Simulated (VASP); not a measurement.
Shape and ions are relaxed at each volume.

Energy against volume of CdS (wurtzite). All values below come from r2SCAN meta-GGA, VASP's PBE PAW potentials (set 64) (plane waves; VASP).

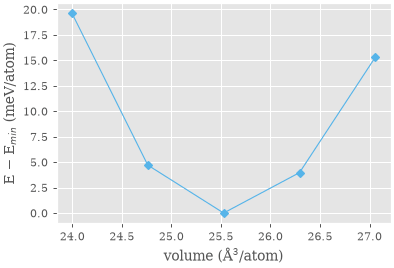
Fig. 1. Energy against volume

**Question.** Estimate the equilibrium volume and the bulk modulus.

**Answer.** The minimum lies near 25.5 Å³/atom, and the curvature gives B0 of about 60 GPa.

Measured: bulk modulus 60.7 GPa (computed value off by -0.7 %), as given by Cormac Toher et al., Physical Review Materials (2017), arXiv:1611.05714. The calculation is for a static lattice, while the measured bulk modulus holds thermal and zero-point effects, which are part of the difference.

The compound is CdS in the wurtzite structure. It was relaxed first.
